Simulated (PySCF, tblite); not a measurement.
# C5H10Si: geometry, infrared bands and NMR shifts

What infrared bands and NMR shifts should C5H10Si (`C=CC1C[SiH2]C1`) show?

Computed with tblite 0.8.0 and PySCF 2.14.0, with density-fitted response routines of our own, on a single molecule in the gas phase. Atoms are numbered from 0 throughout.

### 1 The molecule as given

16 atoms, charge 0, multiplicity 1; geometry from: force field or distance geometry start.

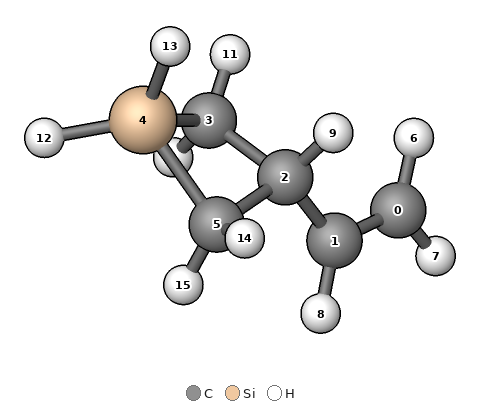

As it starts; carbon grey, silicon light orange, hydrogen white, atoms numbered.

### 2 Geometry optimisation with GFN2-xTB

What the job is given:

```
{"job": {"kind": "relax", "xc": "GFN2-xTB", "basis": "xTB"}, "charge": 0, "multiplicity": 1}
C      2.485800     0.758400    -0.105800
C      1.581900    -0.215900     0.070100
C      0.181800     0.104500     0.418900
C     -0.674200     0.625800    -0.818400
Si    -2.196000    -0.167400     0.007200
C     -0.733200    -1.156100     0.675200
H      2.203700     1.811600    -0.025400
H      3.516500     0.537100    -0.343500
H      1.893300    -1.263600    -0.007100
H      0.142200     0.807400     1.272600
H     -0.432600     0.156600    -1.774700
H     -0.718600     1.701200    -0.923300
H     -3.092500    -0.912800    -0.911100
H     -2.845000     0.701100     1.009800
H     -0.815700    -1.446800     1.727200
H     -0.505000    -2.032100     0.076000
```

Launch:

```console
> OMP_NUM_THREADS=1 python probes_run.py task.json out
```

The driver reads the jobs from task.json and runs them one after another.

Log:

```text
step      E/eV     max force
  0    -475.04236    1.832
  1    -475.14417    1.039
  2    -475.20281    0.802
  3    -475.24155    0.453
  4    -475.26169    0.316
  5    -475.26852    0.277
  6    -475.28036    0.228
  7    -475.28608    0.179
  8    -475.29060    0.143
  9    -475.29347    0.141
 10    -475.29614    0.152
 11    -475.29835    0.133
 12    -475.29991    0.091
 13    -475.30095    0.089
 14    -475.30201    0.088
 15    -475.30322    0.105
 16    -475.30450    0.126
 17    -475.30582    0.111
 18    -475.30740    0.122
 19    -475.30947    0.129
 20    -475.31210    0.139
 21    -475.31502    0.131
 22    -475.31788    0.111
 23    -475.32080    0.134
 24    -475.32426    0.167
 25    -475.32844    0.201
 26    -475.33326    0.183
 27    -475.33832    0.189
 28    -475.34309    0.212
 29    -475.34745    0.167
 30    -475.35162    0.191
 31    -475.35593    0.212
 32    -475.36046    0.189
 33    -475.36451    0.163
 34    -475.35577    0.535
 35    -475.36802    0.110
 36    -475.36908    0.109
 37    -475.37118    0.109
 38    -475.37201    0.071
 39    -475.37304    0.068
 40    -475.37400    0.090
 41    -475.37524    0.071
 42    -475.37628    0.082
 43    -475.37735    0.087
 44    -475.37839    0.092
 45    -475.37942    0.089
 46    -475.38049    0.120
 47    -475.38168    0.084
 48    -475.38272    0.078
 49    -475.38345    0.075
 50    -475.38428    0.092
 51    -475.38578    0.080
 52    -475.38750    0.086
 53    -475.38952    0.122
 54    -475.38783    0.264
 55    -475.39244    0.105
 56    -475.39388    0.092
 57    -475.39743    0.139
 58    -475.39843    0.097
 59    -475.40024    0.077
 60    -475.40080    0.056
 61    -475.40120    0.051
 62    -475.40151    0.051
 63    -475.40179    0.047
 64    -475.40211    0.044
 65    -475.40236    0.037
 66    -475.40254    0.033
 67    -475.40262    0.020
 68    -475.40270    0.023
 69    -475.40282    0.029
 70    -475.40294    0.025
 71    -475.40303    0.029
 72    -475.40309    0.021
 73    -475.40313    0.020
 74    -475.40318    0.019
 75    -475.40323    0.016
 76    -475.40326    0.012
 77    -475.40329    0.013
 78    -475.40332    0.018
 79    -475.40334    0.011
 80    -475.40335    0.007
```

Wall time 0.5 s (1 thread of Arm Neoverse V1, shared host).

Along the way: (not every step is listed)

```tsv
step	energy from step 0 (eV)	largest force (eV/Å)
0	0.0000	1.8319
1	-0.1018	1.0394
2	-0.1605	0.8021
3	-0.1992	0.4531
4	-0.2193	0.3162
5	-0.2262	0.2766
6	-0.2380	0.2277
7	-0.2437	0.1787
8	-0.2482	0.1435
14	-0.2597	0.0879
20	-0.2697	0.1388
26	-0.2909	0.1829
32	-0.3181	0.1887
38	-0.3297	0.0714
44	-0.3360	0.0925
50	-0.3419	0.0923
56	-0.3515	0.0920
62	-0.3591	0.0507
68	-0.3603	0.0226
74	-0.3608	0.0187
75	-0.3609	0.0162
76	-0.3609	0.0121
77	-0.3609	0.0126
78	-0.3610	0.0177
79	-0.3610	0.0114
80	-0.3610	0.0071
```

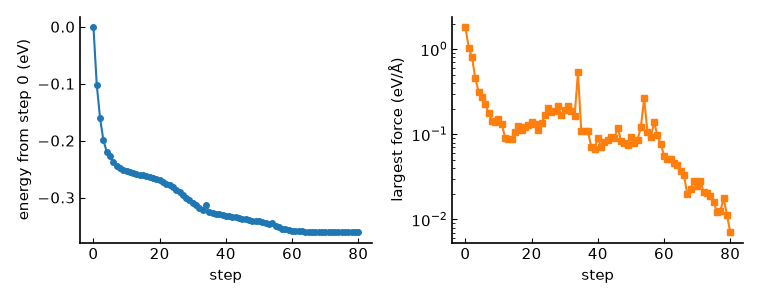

Energy and force, step by step.

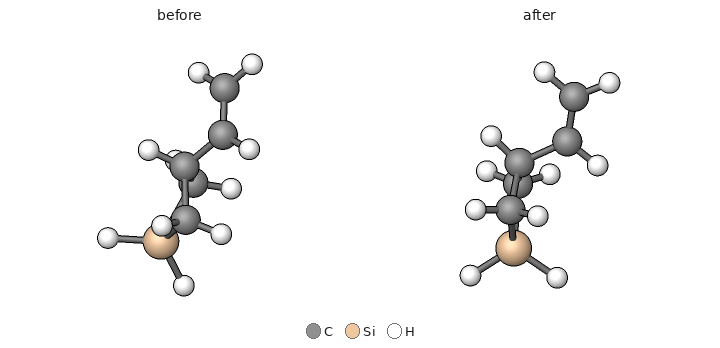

Before and after, at one scale.

Distances of close pairs at the start and the end, largest changes first:

```tsv
bond	before (Å)	after (Å)	change (Å)
C2–C3	1.592	1.552	-0.041
C2–C5	1.579	1.552	-0.027
Si4–C5	1.888	1.909	+0.022
Si4–H12	1.484	1.464	-0.020
C0–C1	1.341	1.320	-0.020
C0–H6	1.093	1.078	-0.015
C2–H9	1.107	1.092	-0.014
Si4–H13	1.477	1.463	-0.014
```

The final coordinates are the input of the step that follows.

### 3 Harmonic vibrations with GFN2-xTB

What the job is given:

```
{"job": {"kind": "ir", "xc": "GFN2-xTB", "basis": "xTB"}, "charge": 0, "multiplicity": 1}
C      2.607496     0.266603    -0.092773
C      1.372582    -0.135149    -0.330798
C      0.161749     0.366047     0.375526
C     -0.900072     0.907148    -0.618324
Si    -2.092398    -0.526794    -0.209233
C     -0.649066    -0.794461     1.011775
H      2.824682     1.013934     0.653627
H      3.454280    -0.127980    -0.629184
H      1.176624    -0.886132    -1.086940
H      0.454132     1.116280     1.113471
H     -0.526508     0.974227    -1.638354
H     -1.250712     1.899095    -0.341199
H     -2.246472    -1.544950    -1.249528
H     -3.388259    -0.163904     0.365197
H     -0.879952    -0.607250     2.058423
H     -0.125706    -1.747769     0.965949
```

Log:

```text
mode    cm-1     km/mol
  1      13.1      0.01
  2      73.9      0.08
  3     310.6      0.36
  4     312.2      1.25
  5     368.1      3.91
  6     433.3     29.39
  7     450.7      0.13
  8     589.5     18.57
  9     613.1    144.04
 10     652.8     12.75
 11     694.5     31.21
 12     728.0    105.87
 13     761.0    131.98
 14     772.2    189.35
 15     817.1     81.46
 16     883.9     19.69
 17     893.1     13.38
 18    1010.4      0.65
 19    1017.5      3.06
 20    1028.2     10.45
 21    1031.1     10.18
 22    1067.0      3.82
 23    1178.3      0.39
 24    1199.4      4.35
 25    1217.5      2.97
 26    1247.2      2.93
 27    1264.2      3.36
 28    1312.0      0.22
 29    1423.4      2.04
 30    1473.2      3.48
 31    1476.6      0.07
 32    1714.9     11.04
 33    2252.4    487.89
 34    2260.4    229.12
 35    2953.6     34.35
 36    2995.2      4.57
 37    2999.1     80.79
 38    3010.5     41.94
 39    3012.4     16.90
 40    3042.2     54.15
 41    3092.8     29.30
 42    3116.3     63.88
```

It took 0.5 s on 1 thread of Arm Neoverse V1, shared host.

Which atoms move in the most intense modes:

```tsv
cm⁻¹	km/mol	atoms
613	144.0	H13 42 %, H12 37 %
728	105.9	Si4 26 %, C5 21 %, C3 21 %
761	132.0	C5 15 %, C3 15 %, H14 12 %, H11 12 %
772	189.3	H13 46 %, H12 38 %
817	81.5	C3 25 %, C5 25 %, Si4 17 %
2252	487.9	H12 73 %, H13 23 %
2260	229.1	H13 74 %, H12 24 %
2999	80.8	H10 40 %, H15 24 %, H11 17 %
```

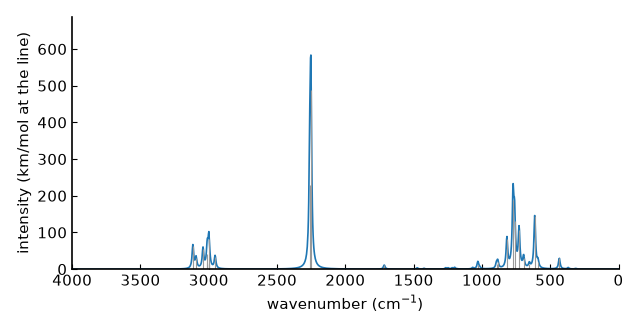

The infrared spectrum from these modes, unscaled. Lines are broadened to a width of 14 cm⁻¹ (Lorentzian).

### 4 NMR shieldings: PBE0/pcSseg-1

Settings changed since step 3:

```diff
@@ -1,2 +1,2 @@
-{"job": {"kind": "ir", "xc": "GFN2-xTB", "basis": "xTB"}, "charge": 0, "multiplicity": 1}
+{"job": {"kind": "nmr", "xc": "PBE0", "basis": "pcSseg-1"}, "charge": 0, "multiplicity": 1}
 C      2.607496     0.266603    -0.092773
```

With the program's defaults for keys left out, this is: GIAO PBE0/pcSseg-1 NMR shielding, non-relativistic, gas phase.

Log:

```text
coarse grid: 13256 points
cycle   1  E = -485.4980416010  dE =  5.793e-01  |g| = 4.455e-01  |ddm| = 3.515e+00
cycle   2  E = -485.4730964558  dE =  2.495e-02  |g| = 5.374e-01  |ddm| = 9.473e-01
cycle   3  E = -485.5518513482  dE = -7.875e-02  |g| = 6.528e-02  |ddm| = 6.038e-01
cycle   4  E = -485.5527251122  dE = -8.738e-04  |g| = 3.127e-02  |ddm| = 8.804e-02
cycle   5  E = -485.5529564851  dE = -2.314e-04  |g| = 9.496e-03  |ddm| = 2.907e-02
cycle   6  E = -485.5529779820  dE = -2.150e-05  |g| = 2.133e-03  |ddm| = 8.354e-03
cycle   7  E = -485.5529791356  dE = -1.154e-06  |g| = 1.174e-04  |ddm| = 2.197e-03
final grid: 121688 points
cycle   8  E = -485.5903947693  dE = -2.962e-05  |g| = 7.607e-03  |ddm| = 2.718e-02
cycle   9  E = -485.5903860718  dE =  8.697e-06  |g| = 9.465e-03  |ddm| = 1.648e-02
cycle  10  E = -485.5904100637  dE = -2.399e-05  |g| = 1.224e-03  |ddm| = 1.004e-02
cycle  11  E = -485.5904104331  dE = -3.693e-07  |g| = 2.968e-04  |ddm| = 1.267e-03
cycle  12  E = -485.5904104533  dE = -2.028e-08  |g| = 9.148e-05  |ddm| = 2.644e-04
cycle  13  E = -485.5904104553  dE = -1.960e-09  |g| = 2.103e-05  |ddm| = 8.498e-05
cycle  14  E = -485.5904104554  dE = -1.082e-10  |g| = 3.124e-06  |ddm| = 2.517e-05
converged SCF energy = -485.5904104554

GIAO shielding tensors (ppm)
atom      isotropic    diamagn.    paramagn.     s11        s22        s33       span
  0 C       71.756     253.294    -181.538    -31.447     88.851    157.863    189.311
  1 C       31.480     256.323    -224.843    -95.782     43.901    146.321    242.103
  2 C      144.728     248.066    -103.338    137.932    147.339    148.914     10.981
  3 C      170.191     251.897     -81.706    145.936    161.800    202.835     56.899
  4 Si     388.980     879.867    -490.887    346.967    389.278    430.696     83.729
  5 C      170.041     251.980     -81.939    145.628    161.681    202.814     57.186
  6 H       26.596      31.522      -4.926     23.457     25.437     30.893      7.436
  7 H       26.667      29.212      -2.545     24.059     25.236     30.706      6.647
  8 H       25.349      32.597      -7.249     21.726     24.866     29.454      7.728
  9 H       28.695      34.021      -5.326     26.321     26.755     33.010      6.690
 10 H       30.580      31.183      -0.603     27.086     28.588     36.065      8.979
 11 H       29.742      31.071      -1.329     26.399     27.441     35.385      8.986
 12 H       26.849      29.029      -2.180     24.090     25.021     31.435      7.345
 13 H       26.977      29.023      -2.047     24.197     24.786     31.947      7.749
 14 H       29.736      31.051      -1.315     26.397     27.431     35.380      8.983
 15 H       30.575      31.170      -0.595     27.087     28.600     36.038      8.951
```

Run time: 21 s. Hardware: 1 thread of Arm Neoverse V1, shared host; peak memory 0.83 GiB.

Shifts follow as δ = σ(reference) − σ, with reference shieldings (ppm) from runs at the same level and on the same kind of geometry: 1H TMS 31.72, 13C TMS 186.9, 29Si TMS 349.2. The references are single molecules in the gas phase. Atoms listed in one row are averaged.

```tsv
atoms	environment	σ (ppm)	δ (ppm)	δ scaled to CDCl3
C1	alkene CH	31.5	155.4	149.8
C0	terminal =CH2 carbon	71.8	115.2	110.5
C2	allylic sp3 CH	144.7	42.2	39.3
C3, C5	sp3 CH2 bonded to Si	170.1	16.8	14.5
H8	hydrogen on an alkene CH	25.35	6.37	6.11
H6	hydrogen on a terminal =CH2 carbon	26.60	5.12	4.93
H7	hydrogen on a terminal =CH2 carbon	26.67	5.05	4.87
H12	hydrogen on a silicon bonded to 2 C, in a 4-membered ring	26.85	4.87	–
H13	hydrogen on a silicon bonded to 2 C, in a 4-membered ring	26.98	4.74	–
H9	hydrogen on an allylic sp3 CH	28.70	3.02	2.95
H11, H14	hydrogen on an sp3 CH2 bonded to Si	29.74	1.98	1.97
H10, H15	hydrogen on an sp3 CH2 bonded to Si	30.58	1.14	1.18
Si4	silicon bonded to 2 C, 2 H, in a 4-membered ring	389.0	-39.8	–
```

The scaled column applies a straight-line fit of computed shieldings to shifts measured in CDCl3 (root-mean-square error 0.16 ppm for H, 1.9 ppm for C).

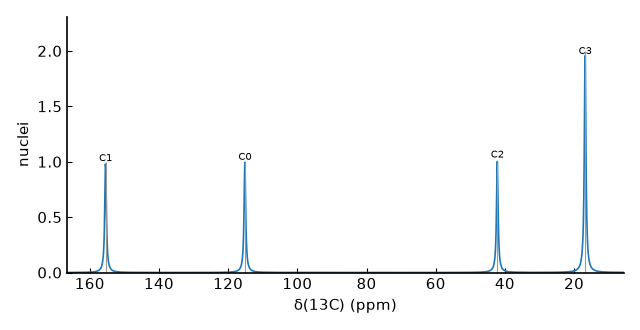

13C lines at the computed shifts, without couplings. Lines are broadened to a width of 0.55 ppm (Lorentzian).

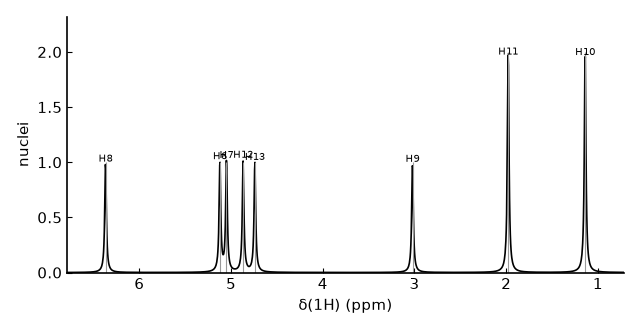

1H lines at the computed shifts, without couplings. Lines are broadened to a width of 0.02 ppm (Lorentzian).

Charges from the same density, by scheme (e):

```tsv
atoms	Mulliken	IAO	Hirshfeld	ESP fit
C0	-0.14	-0.33	-0.11	-0.48
C1	-0.15	-0.12	-0.03	-0.22
C2	-0.29	-0.10	-0.02	0.39
C3, C5	-0.43	-0.55	-0.16	-0.53
Si4	0.62	0.73	0.35	0.54
```

Hirshfeld charges:

C0 -0.11; C1 -0.03; C2 -0.02; C3 -0.17; Si4 0.35; C5 -0.16; H6 0.04; H7 0.04; H8 0.04; H9 0.04; H10 0.03; H11 0.04; H12 -0.08; H13 -0.08; H14 0.04; H15 0.03

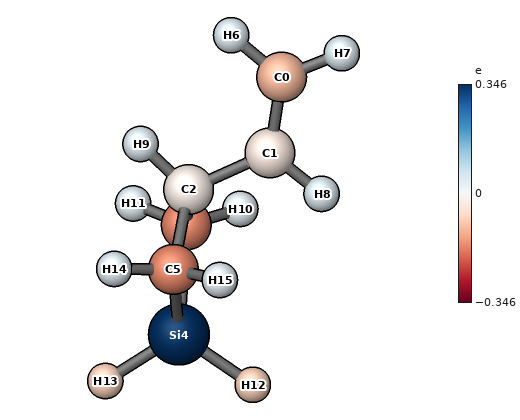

Hirshfeld charges, as colours on the atoms.

Mayer bond orders: C0–C1 1.99, C1–C2 0.98, C2–C3 0.95, C3–Si4 0.94, Si4–C5 0.94, C5–C2 0.95.

Ring of atoms C2, C3, Si4, C5: NICS(0) 2.5, NICS(1) 0.2, NICS(1)zz 5.8 ppm (means of both faces).

### 5 Outcome

| quantity | value |
| --- | --- |
| strongest single infrared mode (GFN2-xTB) | 2252 cm⁻¹, 488 km/mol |
| zero-point energy (GFN2-xTB) | 81.1 kcal/mol |
| 13C shifts against TMS (PBE0/pcSseg-1, means over atoms taken as alike) | 155.4, 115.2, 42.2, 16.8 ppm |
| 1H shifts against TMS (PBE0/pcSseg-1, means over atoms taken as alike) | 6.37, 5.12, 5.05, 4.87, 4.74, 3.02, 1.98, 1.14 ppm |
| 29Si shifts against TMS (PBE0/pcSseg-1) | -39.8 ppm |

**Reading.** Relaxing lowered the energy by 0.361 eV in 80 steps; the close pair that moved most is C2–C3, from 1.592 to 1.552 Å. No mode is imaginary among the 42: a minimum at this level. The strongest single mode, at 2252 cm⁻¹, moves mainly H12. GFN2-xTB is a fitted tight-binding method: band positions and strengths are rough. Its intensities can rank the bands wrongly. The most deshielded carbon is C1 (alkene CH), at 155.4 ppm: the olefinic region. The most deshielded hydrogen is H8 (hydrogen on an alkene CH), at 6.37 ppm: a vinylic proton, deshielded by the sp2 carbon and the C=C anisotropy. At PBE0/pcSseg-1: Shielding is most anisotropic at C1 (span 242 ppm, paramagnetic term -225 ppm).
